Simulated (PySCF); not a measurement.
System: C₅H₃N₃ (pyrazinecarbonitrile), SMILES N#Cc1cnccn1.

Vertical TDDFT excitations, PBE0/def2-SVPD with PySCF, at a GFN2-xTB geometry (no frequency check), gas phase.

What does its absorption spectrum look like?

The lowest singlet lies at 3.82 eV (325 nm, f = 0.002); the brightest of the first 6 is S3 at 5.26 eV (236 nm), f = 0.192, mainly HOMO−1 → LUMO (80 %). No singlet lies below 3.1 eV (beyond 400 nm), so at this level no vertical transition falls in the visible.


| state | E (eV) | λ (nm) | f | main character |
| --- | --- | --- | --- | --- |
| S1 | 3.82 | 325 | 0.002 | HOMO → LUMO (99 %) |
| S2 | 4.41 | 281 | 0.002 | HOMO → LUMO+1 (99 %) |
| S3 | 5.26 | 236 | 0.192 | HOMO−1 → LUMO (80 %) |
| S4 | 5.41 | 229 | 0.000 | HOMO−2 → LUMO (96 %) |
| S5 | 5.97 | 208 | 0.164 | HOMO−1 → LUMO+1 (71 %) |
| S6 | 6.08 | 204 | 0.000 | HOMO−2 → LUMO+1 (90 %) |

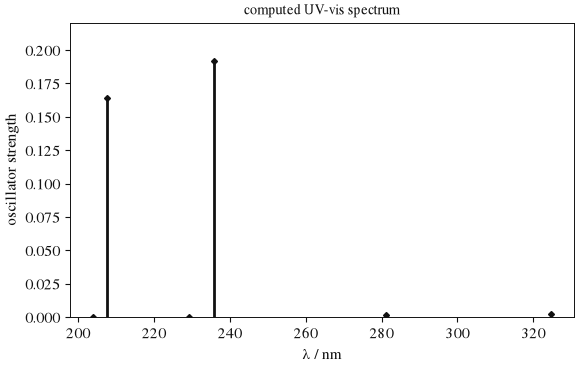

The lowest 6 singlet states are shown.

Note: the tight-binding geometry is rougher than a DFT one and adds to the error; core orbitals are frozen in the response.
